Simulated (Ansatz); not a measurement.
H6N2Si···H4OSi

Input file:

```
crystal:
  periodic: [false, false, false]
  atoms:
    - { symbol: Si, position_ang: [-0.8576, -0.0398, -1.0658] }
    - { symbol: "N", position_ang: [0.2972, -1.8035, -0.8287] }
    - { symbol: H, position_ang: [-1.2548, -0.4219, -2.4395] }
    - { symbol: H, position_ang: [-2.0849, -0.0825, -0.2825] }
    - { symbol: "N", position_ang: [0.1464, 1.2961, -1.4408] }
    - { symbol: H, position_ang: [0.4818, -1.1552, 0.3249] }
    - { symbol: O, position_ang: [0.0364, -0.0555, 0.8024] }
    - { symbol: Si, position_ang: [0.385, 0.6311, 2.2051] }
    - { symbol: H, position_ang: [-0.2047, -2.6729, -0.7704] }
    - { symbol: H, position_ang: [1.1078, -1.886, -1.4162] }
    - { symbol: H, position_ang: [-0.0601, 1.847, -2.256] }
    - { symbol: H, position_ang: [0.526, 1.8583, -0.6997] }
    - { symbol: H, position_ang: [1.7466, 1.1857, 2.1531] }
    - { symbol: H, position_ang: [0.3086, -0.4067, 3.2391] }
    - { symbol: H, position_ang: [-0.5738, 1.7058, 2.4749] }
basis:
  gaussian: { orbitals: cc-pVDZ }
hamiltonian:
  xc: pbe
  dispersion: d4
relax:
  f_tol: 0.15
  max_steps: 25
  restrain:
    - { distance: [0, 6], at: 3.07, k: 30.0 }
    - { distance: [5, 1], at: 2.32, k: 30.0 }
    - { distance: [0, 1], at: 1.82, k: 30.0 }
    - { distance: [5, 6], at: 0.97, k: 30.0 }
output:
  orbitals: {}
```

Launched as:

```sh
ansatz run input.yaml --threads 4 --pin off --max-ram 5120MiB --backend cpu --events-out ev --progress --plain --runs-dir out
```

The fields are those of the run's last geometry, not of the input's.

Not at a stationary point (largest force 0.6 eV/Å).

These are results of RKS PBE-D4/cc-pVDZ (Ansatz 0.2.0), not measurements.

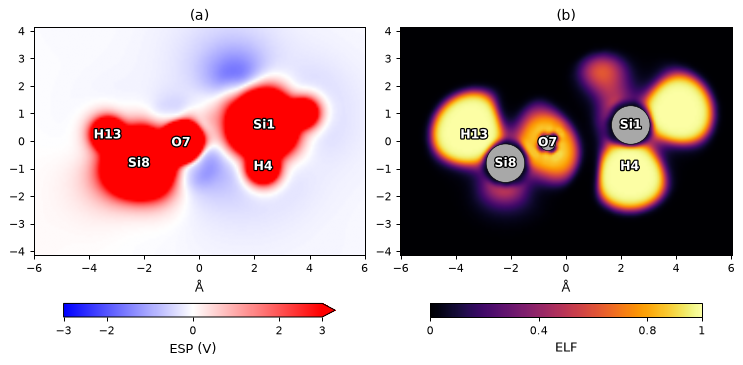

Figure 1. (a) molecular electrostatic potential; (b) ELF on the plane of atoms O7, Si8 and H13. Grey discs cover the atomic cores in the ELF map.

Q: What do the fields say about this system?

A:
- The plane passes through Si, H and O nuclei.
- Si–O (1.71 Å): the ELF peaks at about 0.85 between the atoms, as expected for a shared but strongly polarised pair.
- Si–H (1.51 Å): the ELF climbs to about 1 towards the hydrogen, as it does in any bond to H.
- The ELF also peaks beside O7, away from the bonds: lone-pair regions.
- Outside the dense part of the complex the potential is most negative (−1.6 V) near N5, which lies off the plane.

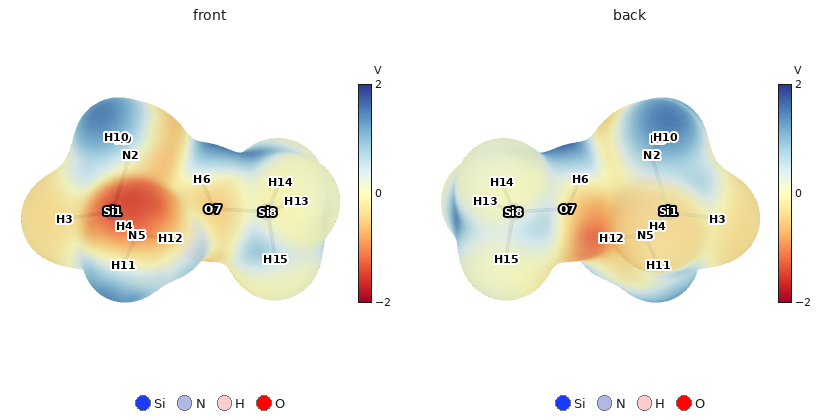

Figure 2. The electrostatic potential painted on the density surface at 0.002 e/bohr³, seen from the front and from behind; red is negative and blue positive.

Q: Which sites attract a positive test charge, and which a negative one?

A: A positive charge is drawn to the negative regions and a negative charge to the positive ones. The most negative region (about −1.5 V) lies over N5, the most positive (about +1.5 V) over H6, H9 and H10. N5 is the likeliest acceptor of a hydrogen bond.

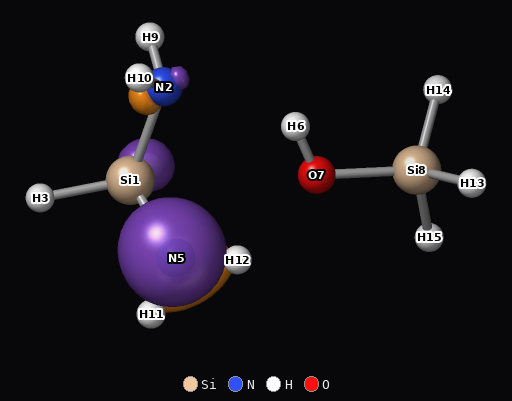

Figure 3. The HOMO at ±0.2 Å⁻³ᐟ² (orange and purple are the two phases), seen at a tilt.

Q: Where does this orbital lie, and at what energy?

A: By Hirshfeld shares it lies mainly on N5 (about 65 %) and H4 (about 5 %); largely a lone pair of N5. Its energy is −5.63 eV.
